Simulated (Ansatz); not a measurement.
# C3H8Si2: geometry relaxation (part 1 of 2)

System: C3H8Si2, SMILES C=C=C[SiH2][SiH3].
Method: RKS r2SCAN-D4/def2-SVP (Ansatz 0.2.0).

It belongs to a series of runs on one base structure; here: end point A relaxed. Figures and captions count atoms from 1; the log counts them from 0 in places.

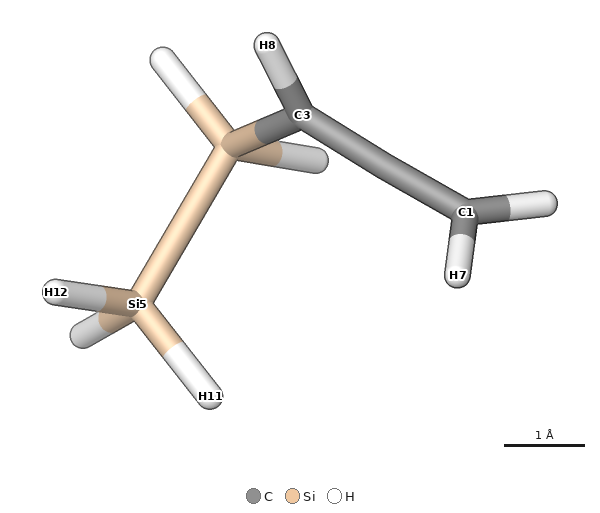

The input geometry (stick view, seen at a tilt; atoms are numbered from 1 in the order of the input). Bond lengths as drawn: C–C 1.26 to 1.28 Å, C–H 1.07 to 1.15 Å, C–Si 1.81 Å, H–Si 1.42 to 1.53 Å and Si–Si 2.30 Å.

Results in brief:

- outcome: converged
- total energy: −18984.0514 eV
- mean-field energy: −18983.9768 eV
- largest force (length of the vector) at the end: 0.016 eV/Å
- hardware: 2 threads of Arm Neoverse V2, 24 GiB of memory available, shared host
- wall time: 1.9 min (CPU time 3.8 min)
- peak memory: 0.17 GiB

The input:
```yaml
crystal:
  periodic: [false, false, false]
  atoms:
    - { symbol: C, position_ang: [-1.3917, -0.4379, 2.3263] }
    - { symbol: C, position_ang: [-0.3984, -0.6073, 1.5744] }
    - { symbol: C, position_ang: [0.6267, -0.8155, 0.8354] }
    - { symbol: Si, position_ang: [0.6504, -0.7546, -0.9694] }
    - { symbol: Si, position_ang: [0.3812, 1.4007, -1.7394] }
    - { symbol: H, position_ang: [-2.178, -1.1573, 2.4635] }
    - { symbol: H, position_ang: [-1.5613, 0.5645, 2.8089] }
    - { symbol: H, position_ang: [1.6512, -1.0365, 1.2981] }
    - { symbol: H, position_ang: [-0.558, -1.5732, -1.4148] }
    - { symbol: H, position_ang: [1.8225, -1.3694, -1.4912] }
    - { symbol: H, position_ang: [-0.8824, 2.0436, -1.2038] }
    - { symbol: H, position_ang: [1.5528, 2.2377, -1.2472] }
    - { symbol: H, position_ang: [0.3054, 1.4704, -3.2259] }
basis:
  gaussian: { orbitals: def2-SVP }
hamiltonian:
  xc: r2scan
  dispersion: d4
relax:
  f_tol: 0.015
  max_steps: 40
```

Launched with:
```bash
ansatz run input.yaml --threads 2 --pin off --max-ram 3072MiB --backend cpu --events-out ev --progress --plain --runs-dir out
```

The program's output:
```
The last accepted step is kept in [file] (removed where the run ends without a failure and the disk answers)
Engine: ansatz 0.2.0, aarch64-unknown-linux-gnu
Functional definition: r2SCAN
  parameter k0 = 0.174
  parameter k1 = 0.065
  parameter a1 = 4.9479
  exchange = r2scan_x(k0 = k0, k1 = k1, a1 = a1)
  correlation = r2scan_c
1330 factors; their error is unknown
mean field evaluation 1: about -18976.8231 eV, gradient 4.9e1 eV
mean field evaluation 2: about -18972.9170 eV, gradient 6.0e1 eV
mean field evaluation 4: about -18983.5137 eV, gradient 6.0e0 eV
mean field evaluation 8: about -18983.6039 eV, gradient 2.2e-1 eV
mean field evaluation 16: about -18983.5120 eV, gradient 2.5e-4 eV
mean field -18983.51195089 eV, -697.6311967088 hartree, gradient 1.6e-5 eV, S^2 0.000000; 0 other end points of the search recorded, 0 dependent functions left out
the calculation of the forces begins
reference -18983.51196304 eV, -697.6311971553 hartree; 27, 27 occupied and 91, 91 virtual orbitals, 1330 factors
relax step   1: F+E_penalty+E_count = -18983.58936142 eV  Δ(F+E_penalty+E_count) = +0.000e0 eV  max|allowed force component| = 3.361e0 eV/Å  Δτ_max = 0.0000 Å  (30 SCF iters, accepted)
these checks for a lower state are left out or cut short: starts, cluster_reference, orbital_swaps, neighbouring_geometries, increment
1330 factors; their error is unknown
mean field -18983.87375480 eV, -697.6444927571 hartree, gradient 2.6e-5 eV, S^2 0.000000; 0 other end points of the search recorded, 0 dependent functions left out
[... from here on the field's lines of each further geometry are left out, up to the last ...]
relax step   2: F+E_penalty+E_count = -18983.95059186 eV  Δ(F+E_penalty+E_count) = -3.612e-1 eV  max|allowed force component| = 1.005e0 eV/Å  Δτ_max = 0.1969 Å  (29 SCF iters, accepted)
relax step   3: F+E_penalty+E_count = -18984.02270781 eV  Δ(F+E_penalty+E_count) = -7.212e-2 eV  max|allowed force component| = 1.824e-1 eV/Å  Δτ_max = 0.1202 Å  (30 SCF iters, accepted)
relax step   4: F+E_penalty+E_count = -18983.97190000 eV  Δ(F+E_penalty+E_count) = +5.081e-2 eV  max|allowed force component| = 4.241e-1 eV/Å  Δτ_max = 0.2000 Å  (28 SCF iters, rejected (line search))
relax step   5: F+E_penalty+E_count = -18984.02574338 eV  Δ(F+E_penalty+E_count) = -3.036e-3 eV  max|allowed force component| = 3.331e-1 eV/Å  Δτ_max = 0.1000 Å  (29 SCF iters, accepted)
relax step   6: F+E_penalty+E_count = -18984.02764440 eV  Δ(F+E_penalty+E_count) = -1.901e-3 eV  max|allowed force component| = 1.998e-1 eV/Å  Δτ_max = 0.0406 Å  (30 SCF iters, accepted)
relax step   7: F+E_penalty+E_count = -18984.03399408 eV  Δ(F+E_penalty+E_count) = -6.350e-3 eV  max|allowed force component| = 6.534e-2 eV/Å  Δτ_max = 0.0505 Å  (30 SCF iters, accepted)
relax step   8: F+E_penalty+E_count = -18984.03461700 eV  Δ(F+E_penalty+E_count) = -6.229e-4 eV  max|allowed force component| = 5.478e-2 eV/Å  Δτ_max = 0.0588 Å  (30 SCF iters, accepted)
relax step   9: F+E_penalty+E_count = -18984.03625032 eV  Δ(F+E_penalty+E_count) = -1.633e-3 eV  max|allowed force component| = 1.568e-1 eV/Å  Δτ_max = 0.0578 Å  (30 SCF iters, accepted)
relax step  10: F+E_penalty+E_count = -18984.03728581 eV  Δ(F+E_penalty+E_count) = -1.035e-3 eV  max|allowed force component| = 1.587e-1 eV/Å  Δτ_max = 0.0273 Å  (31 SCF iters, accepted)
relax step  11: F+E_penalty+E_count = -18984.03793455 eV  Δ(F+E_penalty+E_count) = -6.487e-4 eV  max|allowed force component| = 1.787e-1 eV/Å  Δτ_max = 0.0373 Å  (30 SCF iters, accepted)
relax step  12: F+E_penalty+E_count = -18984.03867674 eV  Δ(F+E_penalty+E_count) = -7.422e-4 eV  max|allowed force component| = 2.149e-1 eV/Å  Δτ_max = 0.0440 Å  (30 SCF iters, accepted)
relax step  13: F+E_penalty+E_count = -18984.03956093 eV  Δ(F+E_penalty+E_count) = -8.842e-4 eV  max|allowed force component| = 2.690e-1 eV/Å  Δτ_max = 0.0662 Å  (30 SCF iters, accepted)
relax step  14: F+E_penalty+E_count = -18984.03864068 eV  Δ(F+E_penalty+E_count) = +9.202e-4 eV  max|allowed force component| = 2.655e-1 eV/Å  Δτ_max = 0.0762 Å  (29 SCF iters, rejected (line search))
relax step  15: F+E_penalty+E_count = -18984.04108488 eV  Δ(F+E_penalty+E_count) = -1.524e-3 eV  max|allowed force component| = 1.956e-1 eV/Å  Δτ_max = 0.0376 Å  (30 SCF iters, accepted)
relax step  16: F+E_penalty+E_count = -18984.04430513 eV  Δ(F+E_penalty+E_count) = -3.220e-3 eV  max|allowed force component| = 2.321e-2 eV/Å  Δτ_max = 0.0523 Å  (30 SCF iters, accepted)
relax step  17: F+E_penalty+E_count = -18984.04609361 eV  Δ(F+E_penalty+E_count) = -1.788e-3 eV  max|allowed force component| = 9.532e-2 eV/Å  Δτ_max = 0.1059 Å  (29 SCF iters, accepted)
relax step  18: F+E_penalty+E_count = -18984.04650795 eV  Δ(F+E_penalty+E_count) = -4.143e-4 eV  max|allowed force component| = 1.706e-1 eV/Å  Δτ_max = 0.0843 Å  (30 SCF iters, accepted)
relax step  19: F+E_penalty+E_count = -18984.04741834 eV  Δ(F+E_penalty+E_count) = -9.104e-4 eV  max|allowed force component| = 1.037e-1 eV/Å  Δτ_max = 0.0235 Å  (31 SCF iters, accepted)
relax step  20: F+E_penalty+E_count = -18984.04823905 eV  Δ(F+E_penalty+E_count) = -8.207e-4 eV  max|allowed force component| = 6.502e-2 eV/Å  Δτ_max = 0.0160 Å  (31 SCF iters, accepted)
relax step  21: F+E_penalty+E_count = -18984.04919596 eV  Δ(F+E_penalty+E_count) = -9.569e-4 eV  max|allowed force component| = 5.464e-2 eV/Å  Δτ_max = 0.0511 Å  (30 SCF iters, accepted)
relax step  22: F+E_penalty+E_count = -18984.04941987 eV  Δ(F+E_penalty+E_count) = -2.239e-4 eV  max|allowed force component| = 1.328e-1 eV/Å  Δτ_max = 0.0864 Å  (30 SCF iters, accepted)
relax step  23: F+E_penalty+E_count = -18984.05020587 eV  Δ(F+E_penalty+E_count) = -7.860e-4 eV  max|allowed force component| = 1.183e-1 eV/Å  Δτ_max = 0.0250 Å  (31 SCF iters, accepted)
relax step  24: F+E_penalty+E_count = -18984.05103315 eV  Δ(F+E_penalty+E_count) = -8.273e-4 eV  max|allowed force component| = 2.838e-2 eV/Å  Δτ_max = 0.0237 Å  (31 SCF iters, accepted)
relax step  25: F+E_penalty+E_count = -18984.05118732 eV  Δ(F+E_penalty+E_count) = -1.542e-4 eV  max|allowed force component| = 6.056e-3 eV/Å  Δτ_max = 0.0117 Å  (32 SCF iters, accepted)
relax step  26: F+E_penalty+E_count = -18984.05131061 eV  Δ(F+E_penalty+E_count) = -1.233e-4 eV  max|allowed force component| = 2.814e-2 eV/Å  Δτ_max = 0.0349 Å  (30 SCF iters, accepted)
relax step  27: F+E_penalty+E_count = -18984.05133571 eV  Δ(F+E_penalty+E_count) = -2.510e-5 eV  max|allowed force component| = 2.346e-2 eV/Å  Δτ_max = 0.0103 Å  (32 SCF iters, accepted)
relax step  28: F+E_penalty+E_count = -18984.05137306 eV  Δ(F+E_penalty+E_count) = -3.736e-5 eV  max|allowed force component| = 2.352e-2 eV/Å  Δτ_max = 0.0145 Å  (31 SCF iters, accepted)
relax step  29: F+E_penalty+E_count = -18984.05134831 eV  Δ(F+E_penalty+E_count) = +2.476e-5 eV  max|allowed force component| = 2.704e-2 eV/Å  Δτ_max = 0.0065 Å  (32 SCF iters, rejected (line search))
the calculation of the forces begins
reference -18983.97676257 eV, -697.6482782227 hartree; 27, 27 occupied and 91, 91 virtual orbitals, 1330 factors
relax step  30: F+E_penalty+E_count = -18984.05140363 eV  Δ(F+E_penalty+E_count) = -3.057e-5 eV  max|allowed force component| = 1.138e-2 eV/Å  Δτ_max = 0.0031 Å  (24 SCF iters, accepted)
1330 factors; their error is unknown
mean field evaluation 224: about -18983.9768 eV, gradient 1.2e-5 eV
```

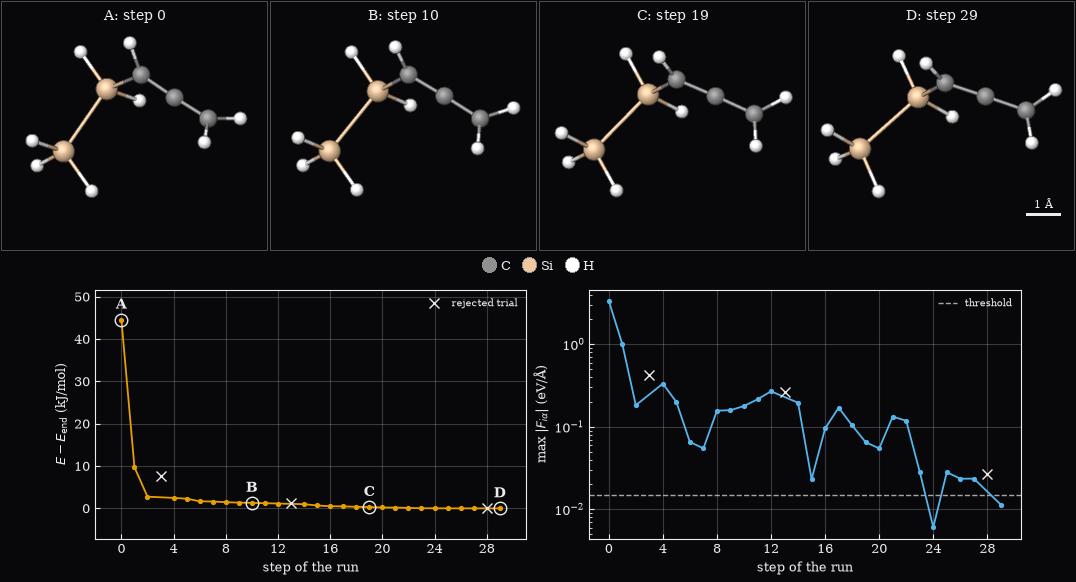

Frames of the relaxation (ball-and-stick view, seen at a tilt) above the curves, on which the letters mark them (the first geometry is step 0 here and step 1 in the log).

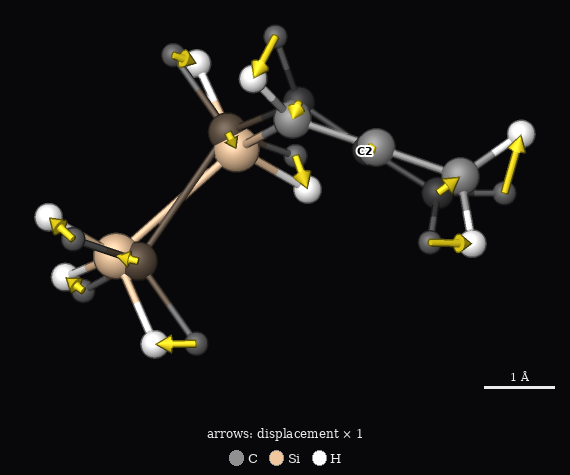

Start (faint) and end (solid) with the displacements as yellow arrows, at true length (ball-and-stick view, seen at a tilt). The two geometries are laid on each other by the best rigid fit. After 29 geometry steps the energy has fallen by 44.6 kJ/mol. The largest force component goes from 3.4 to 0.011 eV/Å. The line search rejected the trial steps at points 3, 13, 28 (counted from 0) and went back. H6 moves most after the best rigid fit: 0.91 Å. By element the largest moves are H 0.91 Å, C 0.41 Å, Si 0.33 Å. Distances before and after: Si4–H10 1.423 → 1.498 Å, C3–Si4 1.806 → 1.877 Å, C1–C2 1.257 → 1.311 Å, Si4–Si5 2.304 → 2.350 Å. Among the angles that change: Si4–C3–H8 113.5° → 119.0°, C3–Si4–H9 105.3° → 109.2°, C2–C1–H6 124.4° → 121.1°. (Atoms are counted from 1 in the order of the input.)

```
mean field -18983.97675016 eV, -697.6482777669 hartree, gradient 1.2e-5 eV, S^2 0.000000; 1 other end points of the search recorded, 0 dependent functions left out
the calculation of the forces begins
reference -18983.97676257 eV, -697.6482782227 hartree; 27, 27 occupied and 91, 91 virtual orbitals, 1330 factors
Total energy: -18984.05141604 eV, -697.6510216871 hartree
Atom 0 at    -1.476414    -0.796730     2.507512 Å, force     0.011376     0.006238    -0.009639 eV/Å
Atom 1 at    -0.437858    -0.641560     1.722815 Å, force    -0.002751    -0.001462     0.001580 eV/Å
Atom 2 at     0.577338    -0.497685     0.902128 Å, force    -0.007553    -0.002698     0.003736 eV/Å
Atom 3 at     0.395212    -0.649158    -0.959940 Å, force     0.002874    -0.000400     0.000599 eV/Å
Atom 4 at     0.642704     1.471048    -1.943309 Å, force    -0.001824    -0.001268    -0.001340 eV/Å
Atom 5 at    -1.728666    -1.777705     2.925196 Å, force    -0.004378    -0.009684     0.004206 eV/Å
Atom 6 at    -2.118072     0.050436     2.774900 Å, force     0.001620     0.003580     0.000270 eV/Å
Atom 7 at     1.564353    -0.250656     1.322987 Å, force    -0.000954     0.003101    -0.001085 eV/Å
Atom 8 at    -0.950743    -1.214286    -1.277637 Å, force     0.001310     0.001591     0.000713 eV/Å
Atom 9 at     1.449799    -1.563666    -1.503391 Å, force    -0.001201     0.002120     0.000525 eV/Å
Atom 10 at    -0.448305     2.381212    -1.476331 Å, force     0.001837    -0.001314    -0.000478 eV/Å
Atom 11 at     1.956909     2.064791    -1.543486 Å, force    -0.000307    -0.000880    -0.000088 eV/Å
Atom 12 at     0.594145     1.389162    -3.436544 Å, force    -0.000050     0.001073     0.001000 eV/Å
Dipole moment:    -0.032318    -0.025925     0.121814 e Å
```

Trajectory as extended XYZ (Å, eV, eV/Å), 30 frames, from step=1 to step=30:
```
13
Properties=species:S:1:pos:R:3:forces:R:3 step=1 energy=-18983.58936
C    -1.3917   -0.4379    2.3263   -2.9965   2.2256   2.4435
C    -0.3984   -0.6073    1.5744    1.6181  -0.5456  -0.7415
C     0.6267   -0.8155    0.8354    3.3612  -0.3704   0.3499
Si    0.6504   -0.7546   -0.9694   -2.0716   0.0033  -0.9265
Si    0.3812    1.4007   -1.7394    0.0605   0.8772   0.1531
H    -2.1780   -1.1573    2.4635   -0.3536  -0.7286   0.3236
H    -1.5613    0.5645    2.8089    0.0025  -0.7028  -0.4624
H     1.6512   -1.0365    1.2981   -1.3034  -0.0150  -0.1861
H    -0.5580   -1.5732   -1.4148    0.3776   0.2329  -0.1014
H     1.8225   -1.3694   -1.4912    1.2697  -0.5801  -0.4902
H    -0.8824    2.0436   -1.2038    0.2597  -0.2358  -0.0391
H     1.5528    2.2377   -1.2472   -0.2970  -0.1737  -0.2022
H     0.3054    1.4704   -3.2259    0.0729   0.0127  -0.1208
13
Properties=species:S:1:pos:R:3:forces:R:3 step=2 energy=-18983.95059
C    -1.4431   -0.3975    2.3252   -0.8450   0.1038   0.8392
C    -0.3896   -0.5805    1.5852    0.2495  -0.1822   0.1399
C     0.6659   -0.7828    0.8449    1.0046  -0.6375   0.4972
Si    0.6208   -0.7642   -0.9954   -0.6667   0.1074  -0.5971
Si    0.3955    1.4335   -1.7541   -0.0058   0.1937   0.0728
H    -2.1134   -1.2333    2.6332    0.3458   0.4380  -0.3111
H    -1.6501    0.5967    2.7629   -0.0322  -0.2641  -0.1672
H     1.6192   -1.1422    1.3209   -0.6272   0.4296  -0.1250
H    -0.5549   -1.5740   -1.4753    0.1310   0.0841  -0.0221
H     1.8517   -1.3699   -1.5185    0.4322  -0.2076  -0.1730
H    -0.8673    2.0238   -1.1934    0.0935  -0.0470  -0.0439
H     1.5539    2.2628   -1.2755   -0.0878  -0.0561  -0.0635
H     0.3316    1.4929   -3.2451    0.0081   0.0381  -0.0461
13
Properties=species:S:1:pos:R:3:forces:R:3 step=3 energy=-18984.02271
C    -1.4500   -0.3989    2.3451   -0.1257   0.0447   0.1824
C    -0.3885   -0.6028    1.6068    0.0919   0.0267  -0.0650
C     0.6676   -0.8117    0.8543   -0.0579  -0.0835   0.0770
Si    0.6158   -0.7873   -1.0262    0.0595   0.1059   0.0324
Si    0.4004    1.4339   -1.7529   -0.0045  -0.0458  -0.0376
H    -2.0974   -1.2378    2.6345    0.0162   0.0857  -0.0034
H    -1.6954    0.5998    2.7370   -0.0131  -0.1319  -0.1289
H     1.6075   -1.0373    1.3784    0.1071  -0.0060  -0.0749
H    -0.5583   -1.5657   -1.5140   -0.0452  -0.0809  -0.0381
H     1.8743   -1.4031   -1.5599   -0.0692   0.0176   0.0293
H    -0.8249    2.0262   -1.1323   -0.0034   0.0037  -0.0127
H     1.5854    2.2268   -1.3121    0.0431   0.0497   0.0034
H     0.2837    1.5230   -3.2438    0.0012   0.0141   0.0360
13
Properties=species:S:1:pos:R:3:forces:R:3 step=4 energy=-18983.97190 accepted=F
C    -1.4389   -0.4067    2.3644   -0.0773   0.0439  -0.0976
C    -0.3770   -0.6430    1.6315   -0.0026  -0.0716   0.1351
C     0.6645   -0.8895    0.8707   -0.0784   0.1572  -0.0287
Si    0.5716   -0.7625   -1.0045    0.2335  -0.4241  -0.0086
Si    0.4251    1.4616   -1.7525   -0.2035   0.0472   0.0812
H    -2.0385   -1.2285    2.7775   -0.0685   0.0588  -0.1667
H    -1.7743    0.6218    2.5546    0.1395  -0.0780   0.2038
H     1.6335   -1.1043    1.3472    0.0271   0.2027  -0.0158
H    -0.5495   -1.6118   -1.5136   -0.1109   0.1629  -0.0527
H     1.8275   -1.3717   -1.5328    0.1012  -0.0008  -0.0860
H    -0.8170    2.0478   -1.1621   -0.0119   0.0714   0.0215
H     1.5904    2.2969   -1.3261    0.0197  -0.0898   0.0426
H     0.3030    1.5550   -3.2393    0.0321  -0.0797  -0.0282
13
Properties=species:S:1:pos:R:3:forces:R:3 step=5 energy=-18984.02574
C    -1.4562   -0.4139    2.3345   -0.0123  -0.1392   0.1902
C    -0.3646   -0.6447    1.6516    0.0612   0.1439  -0.3331
C     0.6742   -0.8244    0.8692    0.0970  -0.0971   0.0951
Si    0.5871   -0.7872   -1.0063    0.0121   0.0383  -0.0433
Si    0.4034    1.4382   -1.7395    0.0121   0.0072  -0.0142
H    -2.0959   -1.2380    2.6646   -0.0777  -0.0187   0.0226
H    -1.7249    0.6001    2.6415   -0.0538   0.0921   0.0107
H     1.6602   -0.9976    1.3240    0.0278   0.0072   0.0651
H    -0.5774   -1.5756   -1.5070   -0.0545  -0.0151   0.0001
H     1.8402   -1.4059   -1.5410   -0.0057   0.0117  -0.0117
H    -0.8155    2.0606   -1.1360   -0.0061  -0.0067   0.0057
H     1.5975    2.2310   -1.3110    0.0012  -0.0150   0.0109
H     0.2923    1.5225   -3.2296   -0.0013  -0.0086   0.0018
13
Properties=species:S:1:pos:R:3:forces:R:3 step=6 energy=-18984.02764
C    -1.4326   -0.4083    2.3670   -0.1658  -0.1638  -0.1998
C    -0.3657   -0.6235    1.6341   -0.0627   0.0382   0.0226
C     0.6775   -0.8289    0.8629   -0.0068  -0.0179   0.1075
Si    0.5949   -0.7872   -1.0132   -0.0076   0.0265  -0.0399
Si    0.4020    1.4370   -1.7416   -0.0074  -0.0174   0.0068
H    -2.1061   -1.2360    2.6423    0.1634   0.1500   0.0413
H    -1.7281    0.6079    2.6522    0.0346  -0.0145   0.0680
H     1.6483   -1.0167    1.3437    0.0547  -0.0029   0.0048
H    -0.5764   -1.5732   -1.5088   -0.0105  -0.0071   0.0031
H     1.8472   -1.3991   -1.5550   -0.0019  -0.0103  -0.0096
H    -0.8245    2.0426   -1.1358    0.0009   0.0061  -0.0066
H     1.5897    2.2313   -1.3011    0.0078   0.0045   0.0005
H     0.2941    1.5194   -3.2317    0.0013   0.0086   0.0012
13
Properties=species:S:1:pos:R:3:forces:R:3 step=7 energy=-18984.03399
C    -1.4486   -0.4290    2.3488    0.0070   0.0398   0.0017
C    -0.3704   -0.6237    1.6288    0.0381  -0.0182   0.0177
C     0.6848   -0.8108    0.8694   -0.0653  -0.0231  -0.0465
Si    0.5861   -0.7810   -1.0113   -0.0268  -0.0103   0.0399
Si    0.4152    1.4408   -1.7519    0.0102  -0.0024   0.0039
H    -2.0794   -1.2627    2.6758    0.0023  -0.0299  -0.0143
H    -1.7449    0.5800    2.6582   -0.0016   0.0042  -0.0032
H     1.6613   -0.9807    1.3470    0.0082   0.0317   0.0186
H    -0.6090   -1.5489   -1.4825    0.0126   0.0089   0.0079
H     1.8176   -1.4264   -1.5598    0.0144  -0.0028  -0.0249
H    -0.8194    2.0502   -1.1664    0.0046   0.0061  -0.0021
H     1.5987    2.2353   -1.2977   -0.0042  -0.0053  -0.0008
H     0.3284    1.5220   -3.2436    0.0004   0.0014   0.0020
13
Properties=species:S:1:pos:R:3:forces:R:3 step=8 energy=-18984.03462
C    -1.4515   -0.4430    2.3540   -0.0072  -0.0190   0.0080
C    -0.3702   -0.6242    1.6356   -0.0393   0.0226  -0.0214
C     0.6806   -0.7978    0.8684    0.0548   0.0146   0.0223
Si    0.5769   -0.7821   -1.0096   -0.0119   0.0175   0.0074
Si    0.4258    1.4387   -1.7558    0.0008   0.0041  -0.0128
H    -2.0709   -1.2906    2.6682    0.0127  -0.0054   0.0399
H    -1.7625    0.5596    2.6696   -0.0152  -0.0004  -0.0333
H     1.6641   -0.9220    1.3474   -0.0006  -0.0339  -0.0145
H    -0.6269   -1.5404   -1.4698   -0.0028  -0.0010   0.0047
H     1.8001   -1.4384   -1.5667    0.0002   0.0001  -0.0020
H    -0.7984    2.0669   -1.1691    0.0005   0.0014   0.0034
H     1.6195    2.2218   -1.3102    0.0061  -0.0033   0.0044
H     0.3338    1.5167   -3.2470    0.0019   0.0027  -0.0061
```
